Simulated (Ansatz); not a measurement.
A computed series for Sn: pressure series

Take Sn (space group I4_1/amd, No. 141) as the base.

```
Sn
1.0
   -2.94311     2.94311     1.59186
    2.94311    -2.94311     1.59186
    2.94311     2.94311    -1.59186
Sn
2
Cartesian
  0.00000   2.94311   0.79593
  0.00000   0.00000   0.00000
```

Cell and atoms are relaxed at each pressure.

All numbers come from r2SCAN (Ansatz, a program for electronic structure), no SOC.

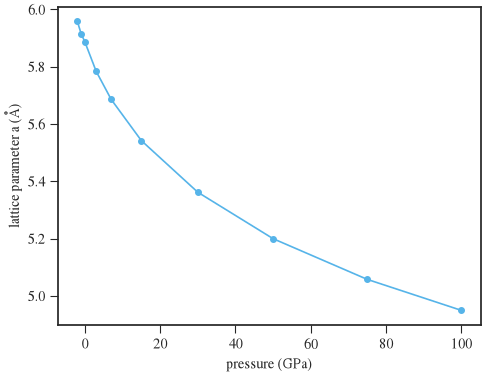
Figure. Lattice parameter a against pressure

From the plot, what is the lattice parameter a for pressure 3 GPa?

About 5.78 Å.

Is the trend monotonic over the range shown?

Yes, it falls throughout, spanning 4.949 Å to 5.958 Å.

Load acts through the strain it causes; cell and atoms are relaxed under it. Stability against distortions was not tested. Measured, Sn leaves this structure (for a body-centred tetragonal phase) near 8 GPa (temperature not stated; as listed in Olga Degtyareva, NATO science for peace and security series. B, Physics and biophysics (2010)).
